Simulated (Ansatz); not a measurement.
# What NaGeCl3 (model cell, started as cubic perovskite with Ge in the octahedra) distorts into, part 2 of 2

Wanted: the energy along a soft mode of NaGeCl3 (model cell, started as cubic perovskite with Ge in the octahedra) and the structure at the end.

Ansatz 0.2.0; DFT PBEsol, scalar-relativistic, plane waves, PAW; PAW set soft_1.

So far, highest frequency on the path or at a solved wavevector (cm⁻¹): step 2 (the dispersion) 269. Also lowest frequency on the path (cm⁻¹): step 2 -89.5.

The structure was built from a prototype and need not be the compound's stable phase.

### Step 5. Energy along the mode, all amplitudes (two of the runs are shown above)

An imaginary frequency means negative curvature, so the energy should fall and then rise again as anharmonic terms take over.

This step gave:

```
depth at the lowest point sampled  : 18.47 meV/atom
largest atomic shift at that point : 0.6 Å
```

Table of energy from the parent by largest atomic shift:

```csv
largest atomic shift (Å),energy from the parent (meV/atom)
0.000,0
0.040,-0.104
0.080,-0.417
0.140,-1.27
0.220,-3.08
0.320,-6.31
0.450,-11.7
0.600,-18.5
```

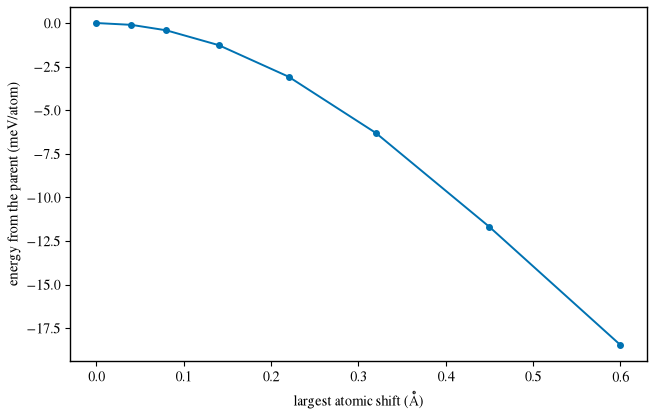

Energy from the parent, plotted against largest atomic shift.

Displacement at unit largest shift by atom:

```
atom   x (Å)   y (Å)   z (Å)   size
 Na1   0.577  -0.577  -0.577  0.999
 Na2  -0.577   0.577   0.577  0.999
 Ge3   0.000   0.000   0.000  0.000
 Ge4   0.000   0.000   0.000  0.000
 Cl5  -0.108   0.108   0.000  0.153
 Cl6   0.108  -0.108   0.000  0.153
 Cl7  -0.108   0.000   0.108  0.153
 Cl8   0.108   0.000  -0.108  0.153
 Cl9   0.000  -0.108  -0.108  0.153
Cl10   0.000   0.108   0.108  0.153
```

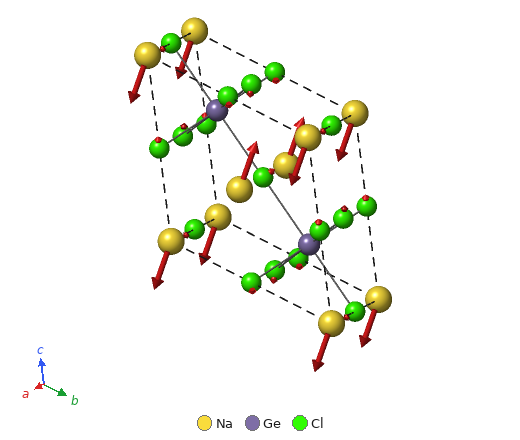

Displacement at unit largest shift as arrows, the longest 0.999 Å. Some periodic images of atoms are drawn too.

The lowest of the steps tried is the last one, at 0.6 Å, 18.5 meV/atom below the parent; the bottom of the well need not coincide with a step.

### Step 6. Relaxation from the frozen mode

Starting from the lowest point found, all atoms and the cell are let go, so that strain and other modes of the same symmetry can join in.

The input, input.yaml:

```yaml
crystal:
  lattice:
    - [5.1274103071, 5.1274103071, 0.0]
    - [5.1274103071, 0.0, 5.1274103071]
    - [5.1274103071, 0.0, -5.1274103071]
  atoms:
    - { symbol: Na, position: [-0.0675604527, 0.5337802263, 0.601340679] }
    - { symbol: Na, position: [0.0675604527, -0.0337802263, 0.898659321] }
    - { symbol: Ge, position: [0.5, 0.25, 0.75] }
    - { symbol: Ge, position: [0.5, 0.75, 0.25] }
    - { symbol: Cl, position: [0.5126957901, -0.0126957901, 0.9873042099] }
    - { symbol: Cl, position: [0.4873042099, 0.5126957901, 0.5126957901] }
    - { symbol: Cl, position: [0.0, 0.5, -0.0126957901] }
    - { symbol: Cl, position: [0.0, 0.0, 0.5126957901] }
    - { symbol: Cl, position: [0.4873042099, 0.0, 0.5126957901] }
    - { symbol: Cl, position: [0.5126957901, 0.5, -0.0126957901] }
kpoints:
  mp_grid: { grid: [10, 10, 10] }
hamiltonian:
  xc: pbesol
  pseudopotentials: { kind: paw, azcp: { folder: soft_1 }, xc_functional: pbe }
scf:
  occupations: { method: fixed }
output:
  forces: true
  stress: true
  eigenvalues: true
relax:
  adjacent_minimum: "off"
  f_tol: 0.002
  max_steps: 120
  cell: { stress_tol: 0.03 }
```

Launch:

```sh
$ ansatz run input.yaml --threads 8 --pin off --max-ram 16384MiB --backend cpu --events-out ev --progress --plain --runs-dir out
```

Numbers of over 12 decimals in the logs are rounded to 6 here.

The log of the run:

```text
[...]
Crystal: 10 atoms, lattice volume = 269.603 Å³
Basis set: ecut = 420 eV, 5209 PW (Γ), exchange–correlation on 100×100×100 points (8 copies of the dense FFT grid, shifted against one another)
Bands: 54, of which v1, the nominal top of the filled ones, is band 44 counted from 1 (43 counted from 0)
Symmetry: 12 space group operations
[...]
k-points: 116 of 1000
[...]
SCF iter   1: F=—  HF=-17837.465413 eV  |F-HF|=—  |Δ(HF+E_count)|=         —  Δρ=5.08e-2  dr2=6.47e0  ethr=3.10e-3  ⟨swp⟩=5.0  Hψ=22228  notcnv=0  defer=828
[...]
SCF iter  11: F=-17834.502111 eV  HF=-17834.502111 eV  |F-HF|=2.39e-8  |Δ(HF+E_count)|=   1.06e-7  Δρ=1.64e-6  dr2=1.81e-8  ethr=1.14e-10  ⟨swp⟩=17.4  Hψ=37589  notcnv=0
SCF 1 converged in 11 iterations: F = -17834.502111 eV  dr2 = 1.81e-8
[...]
relax step   1: F+E_penalty+E_count = -17834.50211119 eV  Δ(F+E_penalty+E_count) = +0.000e0 eV  max|allowed force component| = 1.190e-1 eV/Å  Δτ_max = 0.0000 Å  P = +0.398 GPa  Ω = 269.603 Å³  (11 SCF iters, dr2 threshold 1.00e-7 eV, accepted)
Crystal: 10 atoms, lattice volume = 274.456 Å³
Basis set: ecut = 420 eV, 5319 PW (Γ), exchange–correlation on 100×100×100 points (8 copies of the dense FFT grid, shifted against one another)
[...]
iter 1 solved again at ethr=1.53e-4 eV; its pass at ethr=3.10e-3 eV (dr2=1.35e-1 eV) is discarded
[...]
SCF iter   7: F=-17834.549747 eV  HF=-17834.549746 eV  |F-HF|=7.19e-7  |Δ(HF+E_count)|=   8.66e-6  Δρ=1.07e-5  dr2=5.54e-7  ethr=1.01e-9  ⟨swp⟩=15.1  Hψ=39768  notcnv=0
SCF 2 converged in 7 iterations: F = -17834.549747 eV  dr2 = 5.54e-7
relax step   2: F+E_penalty+E_count = -17834.54974704 eV  Δ(F+E_penalty+E_count) = -4.764e-2 eV  max|allowed force component| = 1.086e-1 eV/Å  Δτ_max = 0.1241 Å  P = -0.071 GPa  Ω = 274.456 Å³  energy of the carried Pulay correction = -2.759e-4 eV  (7 SCF iters, dr2 threshold 8.85e-7 eV, accepted)
Crystal: 10 atoms, lattice volume = 277.453 Å³
Basis set: ecut = 420 eV, 5397 PW (Γ), exchange–correlation on 100×100×100 points (8 copies of the dense FFT grid, shifted against one another)
[...]
SCF iter   7: F=-17834.618474 eV  HF=-17834.618474 eV  |F-HF|=1.83e-8  |Δ(HF+E_count)|=   5.73e-6  Δρ=1.09e-5  dr2=5.08e-7  ethr=8.37e-10  ⟨swp⟩=14.3  Hψ=40650  notcnv=0
SCF 3 converged in 7 iterations: F = -17834.618474 eV  dr2 = 5.08e-7
relax step   3: F+E_penalty+E_count = -17834.61847395 eV  Δ(F+E_penalty+E_count) = -6.873e-2 eV  max|allowed force component| = 4.178e-2 eV/Å  Δτ_max = 0.1951 Å  P = +0.043 GPa  Ω = 277.453 Å³  energy of the carried Pulay correction = -4.438e-4 eV  (7 SCF iters, dr2 threshold 7.37e-7 eV, accepted)
[...]
relax step   4: F+E_penalty+E_count = -17834.62019875 eV  Δ(F+E_penalty+E_count) = -1.725e-3 eV  max|allowed force component| = 4.130e-2 eV/Å  Δτ_max = 0.1302 Å  P = +0.125 GPa  Ω = 279.816 Å³  energy of the carried Pulay correction = -5.749e-4 eV  (9 SCF iters, dr2 threshold 1.09e-7 eV, accepted)
[...]
relax step   5: F+E_penalty+E_count = -17834.62467128 eV  Δ(F+E_penalty+E_count) = -4.473e-3 eV  max|allowed force component| = 1.164e-2 eV/Å  Δτ_max = 0.0494 Å  P = -0.006 GPa  Ω = 279.604 Å³  energy of the carried Pulay correction = -5.632e-4 eV  (7 SCF iters, dr2 threshold 1.07e-7 eV, accepted)
[...]
relax step   6: F+E_penalty+E_count = -17834.62477269 eV  Δ(F+E_penalty+E_count) = -1.014e-4 eV  max|allowed force component| = 2.760e-3 eV/Å  Δτ_max = 0.0047 Å  P = -0.002 GPa  Ω = 279.535 Å³  energy of the carried Pulay correction = -5.594e-4 eV  (7 SCF iters, dr2 threshold 8.47e-9 eV, accepted)
[...]
relax step   7: F+E_penalty+E_count = -17834.62478493 eV  Δ(F+E_penalty+E_count) = -1.224e-5 eV  max|allowed force component| = 7.728e-5 eV/Å  Δτ_max = 0.0014 Å  P = +0.000 GPa  Ω = 279.522 Å³  energy of the carried Pulay correction = -5.587e-4 eV  (7 SCF iters, dr2 threshold 4.76e-10 eV, accepted)
[...]
SCF iter   6: F=-17834.625398 eV  HF=-17834.625398 eV  |F-HF|=2.15e-10  |Δ(HF+E_count)|=   1.76e-9  Δρ=6.52e-8  dr2=2.12e-11  ethr=1.00e-12  ⟨swp⟩=16.9  Hψ=40373  notcnv=0
SCF 8 converged in 6 iterations: F = -17834.625398 eV  dr2 = 2.12e-11
relax step   8: F+E_penalty+E_count = -17834.62539830 eV  Δ(F+E_penalty+E_count) = -6.134e-4 eV  max|allowed force component| = 1.049e-4 eV/Å  Δτ_max = 0.0000 Å  P = +0.000 GPa  Ω = 279.522 Å³  stress off target by 1.42e-3 GPa  SCF on the basis re-selected at this cell (its energy is not comparable with the rows above)  (6 SCF iters)
basis re-selected at this cell: Δ(F+E_penalty+E_count) = -6.134e-4 eV, ΔP = +0.000 GPa vs the last step (what re-selecting the basis moved, of the pressure what is left beyond the Pulay correction that the steps carried, after the strain that the cell walked since its last selection, with what the two solves' SCF thresholds leave and, on support functions, any second-order correction that the steps lacked; it is no m [...]
SCF converged after 6 iterations
Free energy (F): -17834.625398 eV
[...]
Internal energy: -17834.625398 eV  (E = F + TS)
E sigma→0 (E₀):  -17834.625398 eV
Fermi energy:    3.644576 eV
[...]
--- Forces (eV/Å), atoms counted from 1 ---
  atom   1  Na     0.00010492    -0.00010492    -0.00010492
  atom   2  Na    -0.00010492     0.00010492     0.00010492
  atom   3  Ge     0.00000000     0.00000000     0.00000000
  atom   4  Ge    -0.00000000     0.00000000     0.00000000
  atom   5  Cl     0.00006498    -0.00006498    -0.00001443
  atom   6  Cl    -0.00006498     0.00006498     0.00001443
  atom   7  Cl     0.00006498    -0.00001443    -0.00006498
  atom   8  Cl    -0.00006498     0.00001443     0.00006498
  atom   9  Cl    -0.00001443     0.00006498     0.00006498
  atom  10  Cl     0.00001443    -0.00006498    -0.00006498
  max |Σ_I F_I| component: 2.53e-18 eV/Å
--- Stress (GPa, compression-positive) ---
        0.000413      -0.000502      -0.000502
       -0.000502       0.000413       0.000502
       -0.000502       0.000502       0.000413
  P = ⅓ Tr σ = 0.0004 GPa (0.004 kbar)
--- Band table (eV; the first three rows and the last of 116) ---
  k-point 0: bands = [... 40 lower, 0.8089, 0.8089, 0.9310, 3.6446, 4.3427, 4.3427, 4.3821, 5.5404, ... 6 higher]
  k-point 1: bands = [... 40 lower, 0.7818, 0.7818, 0.9179, 3.2712, 4.4751, 4.4751, 4.7504, 5.6090, ... 6 higher]
  k-point 2: bands = [... 40 lower, 0.7205, 0.7205, 0.8807, 2.6784, 4.8372, 4.8372, 5.3276, 5.8034, ... 6 higher]
  k-point 115: bands = [... 40 lower, 0.5588, 0.5638, 1.6120, 1.7812, 5.1147, 5.4021, 6.7422, 6.9422, ... 6 higher]
--- Relaxed structure (7 steps of the walk, 7 accepted, 1 SCFs on fresh bases) ---
  F+E_penalty+E_count = -17834.62539830 eV   max|allowed force component| = 1.049e-4 eV/Å   (the final SCF, on the basis selected at the relaxed cell)
  cell:  # Å, volume = 279.5219 Å³
    - [5.116019, 5.116019, 0.0]
    - [5.116019, 0.0, 5.116019]
    - [5.265178, -0.149160, -5.265178]
  atoms:
    - { symbol: Na, position: [-0.112237, 0.556119, 0.668356] }
    - { symbol: Na, position: [0.112237, -0.056119, 0.831644] }
    - { symbol: Ge, position: [0.5, 0.250000, 0.75] }
    - { symbol: Ge, position: [0.5, 0.75, 0.250000] }
    - { symbol: Cl, position: [0.513899, -0.013668, 0.985871] }
    - { symbol: Cl, position: [0.486101, 0.513668, 0.514129] }
    - { symbol: Cl, position: [0.000460652, 0.499770, -0.014129] }
    - { symbol: Cl, position: [-0.000460652, 0.000230326, 0.514129] }
    - { symbol: Cl, position: [0.486101, 0.000230326, 0.514129] }
    - { symbol: Cl, position: [0.513899, 0.499770, -0.014129] }
```

The job ended after 2 min (8 threads of Arm Neoverse V1, shared host; peak memory 1.8 GiB).

The steps of the relaxation:

```csv
step,energy less that of the first step (eV),largest force component (eV/Å),pressure (GPa),volume (Å³)
1,0.0000,0.1190,0.40,269.60
2,-0.0476,0.1086,-0.07,274.46
3,-0.1164,0.0418,0.04,277.45
4,-0.1181,0.0413,0.13,279.82
5,-0.1226,0.0116,-0.01,279.60
6,-0.1227,0.0028,0.00,279.54
7,-0.1227,0.0001,0.00,279.52
8*,-0.1233,0.0001,0.00,279.52
```

Relaxation steps marked * repeat the geometry before them on a plane-wave basis chosen anew for their cell, so energy and pressure can jump there.

The run keeps the 12 symmetry operations that it works with, so distortions that break them were not tested.

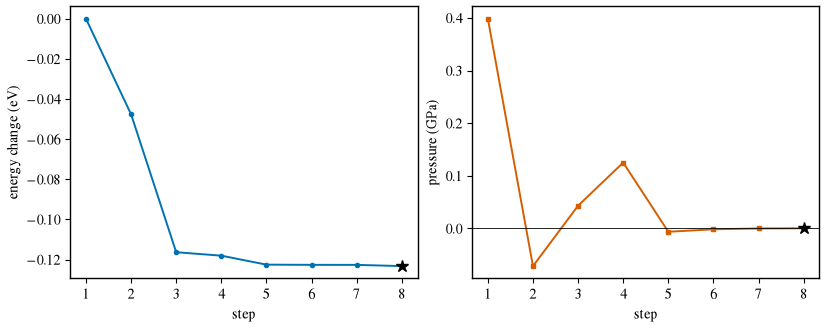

Energy and pressure along the relaxation. Stars mark steps on a basis chosen anew.

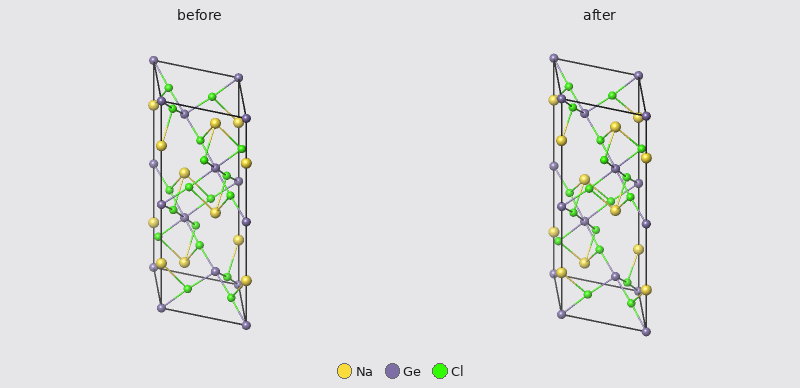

The structure before and after the relaxation, drawn at the same scale. Bonds to atoms that aren't drawn are left out.

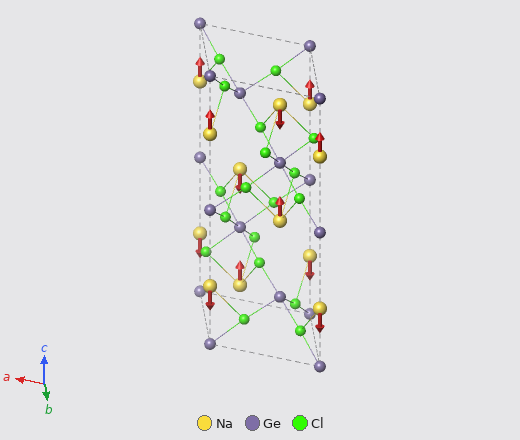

Displacements in the relaxation, exaggerated, measured against the changing cell; the longest in the cell stands for 0.41 Å. Bonds to atoms that aren't drawn are left out. Some periodic images of atoms are drawn too.

| conventional cell, symmetrised | before | after | change |
| --- | --- | --- | --- |
| a (Å) | 7.251 | 7.235 | -0.2 % |
| b (Å) | 7.251 | 7.235 | -0.2 % |
| c (Å) | 17.762 | 18.497 | +4.1 % |
| volume (Å³/atom) | 26.96 | 27.95 | +3.7 % |

The atoms that moved most (Å, as changes of fractional coordinates times the final cell):

```csv
atom,dx,dy,dz,length
Na1,0.239,-0.239,-0.239,0.413
Na2,-0.239,0.239,0.239,0.413
Cl7,-0.006,0.003,0.006,0.009
Cl10,-0.003,0.006,0.006,0.009
Cl9,0.003,-0.006,-0.006,0.009
Cl8,0.006,-0.003,-0.006,0.009
Cl6,0.006,-0.006,-0.003,0.009
Cl5,-0.006,0.006,0.003,0.009
```

This step gave:

* pressure: 4.13e-4 GPa
* gap on the k-mesh: 0.6981 eV
* volume per atom: 27.95 Å³

The distorted start has space group R-3m; the relaxation ends in R-3m.

### Step 7. The new phase in its own primitive cell

The relaxed structure is symmetrised, reduced to its primitive cell and relaxed tightly, as its phonons need.

The input, input.yaml:

```yaml
crystal:
  lattice:
    - [3.617571465, 2.0886058592, 6.1658216839]
    - [-3.617571465, 2.0886058592, 6.1658216839]
    - [0.0, -4.1772117183, 6.1658216839]
  atoms:
    - { symbol: Na, position: [0.1938813094, 0.1938813094, 0.1938813094] }
    - { symbol: Na, position: [0.8061186906, 0.8061186906, 0.8061186906] }
    - { symbol: Ge, position: [0.5, 0.5, 0.5] }
    - { symbol: Ge, position: [0.0, 0.0, 0.0] }
    - { symbol: Cl, position: [0.2502303262, 0.7636684132, 0.2502303262] }
    - { symbol: Cl, position: [0.7497696738, 0.2363315868, 0.7497696738] }
    - { symbol: Cl, position: [0.2502303262, 0.2502303262, 0.7636684132] }
    - { symbol: Cl, position: [0.7497696738, 0.7497696738, 0.2363315868] }
    - { symbol: Cl, position: [0.2363315868, 0.7497696738, 0.7497696738] }
    - { symbol: Cl, position: [0.7636684132, 0.2502303262, 0.2502303262] }
kpoints:
  mp_grid: { grid: [9, 9, 9] }
hamiltonian:
  xc: pbesol
  pseudopotentials: { kind: paw, azcp: { folder: soft_1 }, xc_functional: pbe }
scf:
  occupations: { method: fixed }
output:
  forces: true
  stress: true
  eigenvalues: true
relax:
  adjacent_minimum: "off"
  f_tol: 0.001
  max_steps: 60
  cell: { stress_tol: 0.01 }
```

The log of the run:

```text
[...]
Crystal: 10 atoms, lattice volume = 279.522 Å³
Basis set: ecut = 420 eV, 5469 PW (Γ), exchange–correlation on 100×100×100 points (8 copies of the dense FFT grid, shifted against one another)
Bands: 54, of which v1, the nominal top of the filled ones, is band 44 counted from 1 (43 counted from 0)
Symmetry: 12 space group operations
[...]
k-points: 85 of 729
[...]
- { symbol: Ge, position: [0.500000, 0.500000, 0.5] }
    - { symbol: Ge, position: [0.0, 0.0, 0.0] }
    - { symbol: Cl, position: [0.250230, 0.763668, 0.250230] }
    - { symbol: Cl, position: [0.749770, 0.2363315868, 0.7497696738] }
    - { symbol: Cl, position: [0.250230, 0.250230, 0.7636684132] }
    - { symbol: Cl, position: [0.749770, 0.749770, 0.236332] }
    - { symbol: Cl, position: [0.2363315868, 0.749770, 0.7497696738] }
    - { symbol: Cl, position: [0.763668, 0.250230, 0.250230] }
[key lines of the parts left out:]
SCF converged after 7 iterations
Free energy (F): -17834.625375 eV
Fermi energy:    3.644578 eV
P = ⅓ Tr σ = 0.0007 GPa (0.007 kbar)
```

It took 26 s on 8 threads; peak memory 1.6 GiB; 3.3 min of CPU time.

Little changed from the start: no atom moved by 0.005 Å and no cell edge by 0.1 %.

Numbers from this step:

| Quantity | Value |
| --- | --- |
| pressure | 6.79e-4 GPa |
| direct gap on mesh | 0.6981 eV |

The largest force component left is 0.18 meV/Å and the pressure is 0.001 GPa, within the tolerances set. The cell now holds 27.95 Å³/atom.

### Step 8. Outcome

| Property | Result |
| --- | --- |
| unstable mode of the parent | q = (-0.5, -0.5, -0.5), 84i cm⁻¹ |
| depth at the lowest point sampled | 18.5 meV/atom |
| largest atomic shift at that point | 0.6 Å |
| space group reached (within 0.01 Å) | R-3m |
| energy gained over the parent (first relaxation, on the mesh of the frozen mode) | 30.8 meV/atom |
| volume per atom, phase reached | 28.0 Å³ |
| gap on the k-mesh, phase reached | 0.698 eV |

What this shows: Along this mode the structure falls into R-3m, 30.8 meV/atom below the parent. At the parent's cell the well is 18.47 meV/atom deep on the steps tried, with its lowest point at a shift of 0.6 Å. That is the last step tried, so the steps alone don't bracket the bottom of the well. Relaxing atoms and cell changes the gain by +12.33 meV/atom against the lowest step (energies at zero smearing). The modes of the phase reached were not computed on this path. Of the 6 patterns followed to their end from this parent, this one ends 57.4 meV/atom above the lowest, Imma. Each path keeps the symmetry of its pattern, so a lower phase may lie along a pattern not tried. The PAW files were made for PBE and serve the other functionals too. The starting cell was built on a prototype and not taken from a measurement, so the phase need not exist.

[Logs are printed without paths, hosts, clocks, repeated set-up lines and the standing remarks that a program may print on its own settings, such as how far it seeks lower states.]

[Hosts, paths, dates, database ids (printed as entryN), source tags and the programs' standing remarks are cut or masked in the printed files.]
